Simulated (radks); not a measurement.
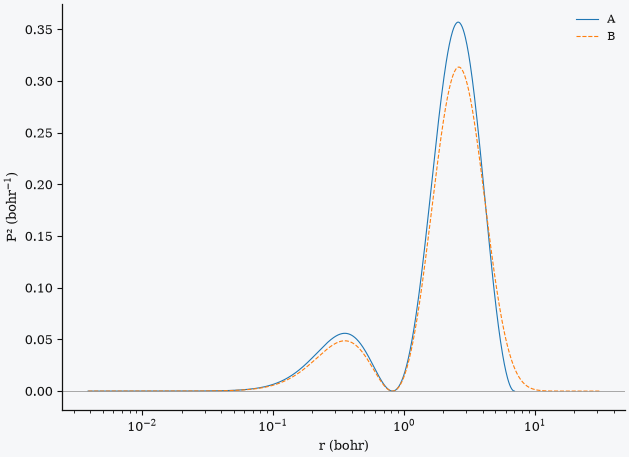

The neutral aluminium atom in [Ne] 3s2 3p1 (high spin) was computed in two surroundings: the free atom or ion; the hard spherical wall at 7 bohr. Theory: non-relativistic Kohn-Sham, LDA (Slater exchange, Perdew-Wang correlation), spin-polarised, spherical densities, point nucleus (computed with the in-house radial solver radks).

The plot shows P² of the 3p up orbital in both runs.

Q: Assign A and B.

Answer: A is the hard spherical wall at 7 bohr (⟨r⟩ = 3.03 bohr, eigenvalue −2.35 eV); B is the free atom or ion (⟨r⟩ = 3.39 bohr, eigenvalue −3.02 eV). The tighter surroundings squeeze the orbital.
